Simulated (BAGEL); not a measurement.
**RI-MP2/cc-pVDZ (density fitting with qzvpp-jkfit) run of ScCl2F (SMILES [F][Sc]([Cl])[Cl])**

Aim: the energy change on altering one bond length of ScCl2F at RI-MP2/cc-pVDZ (density fitting with qzvpp-jkfit), from 2 runs. 

The results are computed with BAGEL 1.2.2.

4 further runs of the same task are left out: 2 that didn't finish, 2 set aside as unsound or not needed.

## 1. The system as given

ScCl2F has 4 atoms, charge 0, and is taken as a singlet. As SMILES, `[F][Sc]([Cl])[Cl]`. Geometry: relaxed at PBE0-D4/def2-TZVP.

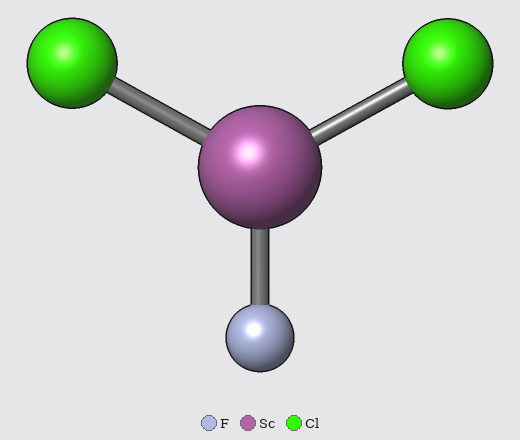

The structure, seen from a chosen angle (fluorine light blue, scandium pink, chlorine green).

## 2. The energy at RI-MP2/cc-pVDZ (density fitting with qzvpp-jkfit)

File mp2.json:

```json
{ "bagel": [

{
  "title": "molecule",
  "basis": "cc-pvdz.json",
  "df_basis": "qzvpp-jkfit",
  "angstrom": true,
  "geometry": [
    { "atom": "F", "xyz": [       0.479200,       1.129000,       1.456300 ] },
    { "atom": "Sc", "xyz": [       0.037800,       0.043900,       0.070400 ] },
    { "atom": "Cl", "xyz": [       0.984600,      -2.028200,      -0.055400 ] },
    { "atom": "Cl", "xyz": [      -1.446100,       0.795000,      -1.491600 ] }
  ]
},

{ "title": "hf" },

{ "title": "mp2", "ncore": 16 }

]}
```

The basis set cc-pVDZ is read from a file made from the Basis Set Exchange's data (not shown).

Command:

```sh
$ BAGEL_NUM_THREADS=1 BAGEL mp2.json > mp2.out
```

Standard output:

```text
* using 1 threads per process

  ===============================================================
  ===============================================================

  *** Geometry ***

  { "atom" : "F", "xyz" : [      0.905557,      2.133501,      2.752008 ] },
  { "atom" : "Sc", "xyz" : [      0.071432,      0.082959,      0.133037 ] },
  { "atom" : "Cl", "xyz" : [      1.860624,     -3.832743,     -0.104691 ] },
  { "atom" : "Cl", "xyz" : [     -2.732733,      1.502332,     -2.818715 ] },

  Number of auxiliary basis functions:      597

  Since a DF basis is specified, we compute 2- and 3-index integrals:
    o Being stored without compression. Storage requirement is 0.041 GB

  Number of basis functions:       93
  Number of electrons      :       64

    * METHOD: MOLECULE                             0.40

  *** RHF ***

  === Nuclear Repulsion ===
   304.7990854819

      * DIIS with orbital gradients will be used.

  === RHF iteration (cc-pvdz.json) ===
      0      -1778.26214510          0.01424319           0.13
      1      -1778.37436612          0.01266940           0.13
      2      -1778.50734730          0.00080827           0.13
      3      -1778.50841947          0.00031063           0.13
      4      -1778.50859766          0.00010070           0.11
      5      -1778.50861497          0.00002644           0.12
      6      -1778.50861623          0.00000778           0.11
      7      -1778.50861636          0.00000182           0.13
      8      -1778.50861636          0.00000079           0.14
      9      -1778.50861636          0.00000031           0.13
     10      -1778.50861636          0.00000009           0.13
     11      -1778.50861636          0.00000003           0.13
     12      -1778.50861636          0.00000001           0.13
     13      -1778.50861636          0.00000000           0.13
    * SCF iteration converged.

    * Permanent dipole moment:
           (   -0.034276,    -0.084850,    -0.109011) a.u.

    * METHOD: HF                                   2.08

  *** RHF ***

  === Nuclear Repulsion ===
   304.7990854819

      * DIIS with orbital gradients will be used.

  === RHF iteration (cc-pvdz.json) ===
      0      -1778.50861636          0.00000000           0.13
    * SCF iteration converged.

    * Permanent dipole moment:
           (   -0.034276,    -0.084850,    -0.109011) a.u.

  === DF-MP2 calculation ===

    * freezing 16 orbitals
    * 3-index integral transformation done
    * assembly done

      MP2 correlation energy:   -0.6913372615      0.07

      MP2 total energy:       -1779.1999536241

    * METHOD: MP2                                  0.34

  ===============================================================
```

Wall time 3 s (1 thread of Arm Neoverse V2, shared host); peak memory 0.17 GiB.

## 3. The distorted shape at the same level

File job.json:

```json
{ "bagel" : [

{
  "title" : "molecule",
  "basis" : "cc-pvdz.json",
  "df_basis" : "qzvpp-jkfit",
  "angstrom" : true,
  "geometry" : [
    { "atom" : "F", "xyz" : [      -0.656962,       3.615524,       1.607260 ] },
    { "atom" : "Sc", "xyz" : [      -1.098362,       2.530424,       0.221360 ] },
    { "atom" : "Cl", "xyz" : [       0.984600,      -2.028200,      -0.055400 ] },
    { "atom" : "Cl", "xyz" : [      -2.582262,       3.281524,      -1.340640 ] }
  ]
},

{ "title" : "hf" },

{ "title" : "mp2", "ncore" : 16 }

]}
```

The basis set cc-pVDZ is read from a file made from the Basis Set Exchange's data (not shown).

Command:

```sh
$ BAGEL_NUM_THREADS=1 BAGEL job.json > job.out
```

Standard output:

```text
* using 1 threads per process

  ===============================================================
  ===============================================================

  *** Geometry ***

  { "atom" : "F", "xyz" : [     -1.241478,      6.832350,      3.037281 ] },
  { "atom" : "Sc", "xyz" : [     -2.075603,      4.781808,      0.418310 ] },
  { "atom" : "Cl", "xyz" : [      1.860624,     -3.832743,     -0.104691 ] },
  { "atom" : "Cl", "xyz" : [     -4.879768,      6.201182,     -2.533442 ] },

  Number of auxiliary basis functions:      597

  Since a DF basis is specified, we compute 2- and 3-index integrals:
    o Being stored without compression. Storage requirement is 0.041 GB

  Number of basis functions:       93
  Number of electrons      :       64

    * METHOD: MOLECULE                             0.38

  *** RHF ***

  === Nuclear Repulsion ===
   235.1356501295

      * DIIS with orbital gradients will be used.

  === RHF iteration (cc-pvdz.json) ===
      0      -1777.99788156          0.01455669           0.13
      1      -1768.69565546          0.08332168           0.12
      2      -1778.23997548          0.00825149           0.12
      3      -1778.30667635          0.00121661           0.12
      4      -1778.30987032          0.00063218           0.14
      5      -1778.31104164          0.00025695           0.14
      6      -1778.31135166          0.00011706           0.13
      7      -1778.31144242          0.00004615           0.14
      8      -1778.31145714          0.00001417           0.14
      9      -1778.31145855          0.00000473           0.14
     10      -1778.31145867          0.00000206           0.14
     11      -1778.31145870          0.00000085           0.14
     12      -1778.31145870          0.00000036           0.14
     13      -1778.31145870          0.00000016           0.14
     14      -1778.31145870          0.00000008           0.14
     15      -1778.31145870          0.00000004           0.14
     16      -1778.31145870          0.00000002           0.14
     17      -1778.31145870          0.00000001           0.14
    * SCF iteration converged.

    * Permanent dipole moment:
           (    2.490659,    -5.290120,    -0.218498) a.u.

    * METHOD: HF                                   2.69

  *** RHF ***

  === Nuclear Repulsion ===
   235.1356501295

      * DIIS with orbital gradients will be used.

  === RHF iteration (cc-pvdz.json) ===
      0      -1778.31145870          0.00000001           0.14
    * SCF iteration converged.

    * Permanent dipole moment:
           (    2.490657,    -5.290117,    -0.218499) a.u.

  === DF-MP2 calculation ===

    * freezing 16 orbitals
    * 3-index integral transformation done
    * assembly done

      MP2 correlation energy:   -0.6850339830      0.07

      MP2 total energy:       -1778.9964926838

    * METHOD: MP2                                  0.35

  ===============================================================
```

It took 3.6 s on 1 thread of Arm Neoverse V2, shared host; peak memory 0.17 GiB.

## 4. Outcome

At RI-MP2/cc-pVDZ (density fitting with qzvpp-jkfit), 16 core orbitals frozen:

| quantity | value |
| --- | --- |
| first shape: total energy | -1779.19995 Eh |
| first shape: correlation energy (16 core orbitals frozen) | -691.3 mEh |
| distorted shape: total energy | -1778.99649 Eh |
| distorted shape: correlation energy (16 core orbitals frozen) | -685.0 mEh |
| energy change with the Sc2–Cl3 bond stretched from 2.282 to 5.020 Å | 5.536 eV |

What this shows: One bond (distorted shape) is far stretched, which a spin-restricted single reference describes badly; perturbation theory on it can break down and give far too much correlation. With the Sc2–Cl3 bond stretched from 2.282 to 5.020 Å the energy rises by 5.54 eV (534 kJ/mol). The first shape isn't relaxed at this level, so the change isn't measured from a minimum. A restricted reference can't describe the breaking bond well at this length.
